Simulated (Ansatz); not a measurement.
# CH₈SeSi₂: basis-set convergence

Aim: see how fast density functionals converge with the basis set for CH₈SeSi₂.

Program: Ansatz 0.2.0, Gaussian basis. Level of theory: one geometry, several basis sets. These are calculated values, not measurements.

The runs, in order: PBE0-D4/def2-SVP; ωB97M-V/def2-SVP; PBE0-D4/def2-QZVPP; ωB97M-V/def2-QZVPP; the functionals' def2-TZVPP values are taken from earlier runs.

## Step 1: Structure used throughout

All runs share one geometry, relaxed beforehand with PBE0-D4 in a triple-zeta def2 set.

SMILES `[SiH3][SiH2]C[SeH]`, 12 atoms, charge 0, spin multiplicity 1.

Atoms are counted from 1 here; the program's logs count them from 0.

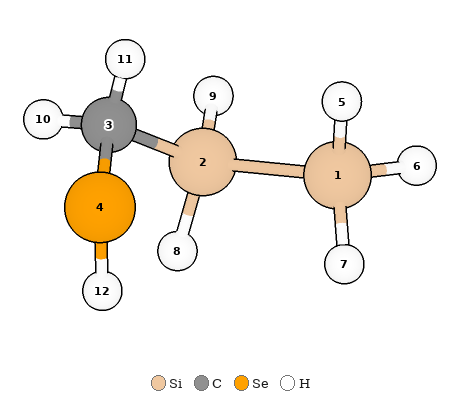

The structure; silicon light orange, carbon grey, selenium orange, hydrogen white; atoms are numbered from 1 in the order of the file.

## Step 2: PBE0-D4 in def2-SVP

Input file in.yaml:

```yaml
crystal:
  periodic: [false, false, false]
  atoms:
    - {symbol: Si, position_ang: [-1.118637, 1.409487, -0.608211]}
    - {symbol: Si, position_ang: [0.009539, 0.125774, 0.992649]}
    - {symbol: C, position_ang: [1.385898, -0.846743, 0.160530]}
    - {symbol: Se, position_ang: [0.662128, -1.899770, -1.321455]}
    - {symbol: H, position_ang: [-0.138984, 1.930135, -1.600782]}
    - {symbol: H, position_ang: [-1.779496, 2.570110, 0.051411]}
    - {symbol: H, position_ang: [-2.158002, 0.620428, -1.317282]}
    - {symbol: H, position_ang: [-0.926387, -0.841365, 1.633127]}
    - {symbol: H, position_ang: [0.572609, 0.992955, 2.069273]}
    - {symbol: H, position_ang: [1.936094, -1.495462, 0.842245]}
    - {symbol: H, position_ang: [2.096379, -0.162642, -0.308424]}
    - {symbol: H, position_ang: [-0.464241, -2.458205, -0.559084]}
basis:
  gaussian: {orbitals: def2-SVP}
hamiltonian: {xc: pbe0, dispersion: d4}
output: {orbitals: {seedname: orbitals}}
```

Command:

```sh
$ ansatz run in.yaml --threads 4 --pin off --events-out ev --progress --plain --max-ram 10444MiB
```

Further steps of the session: ωB97M-V in def2-SVP; PBE0-D4 in def2-QZVPP; ωB97M-V in def2-QZVPP.

Q: Predict the results of all the runs planned. Wanted: PBE0-D4: double and triple zeta above quadruple; ωB97M-V: double and triple zeta above quadruple.

The runs gave:

| quantity | value |
| --- | --- |
| PBE0-D4: double and triple zeta above quadruple | 16.74, 1.97 eV |
| ωB97M-V: double and triple zeta above quadruple | 16.78, 1.90 eV |

What this shows: PBE0-D4 gains 14.76 eV from double to triple zeta, then 1.97 eV more. These are total energies; as a rule much of such shifts cancels in differences, which this series doesn't test. The LUMO of ωB97M-V is positive and keeps falling with the basis (1.77 to 1.04 eV): an unbound level that the basis holds in place.
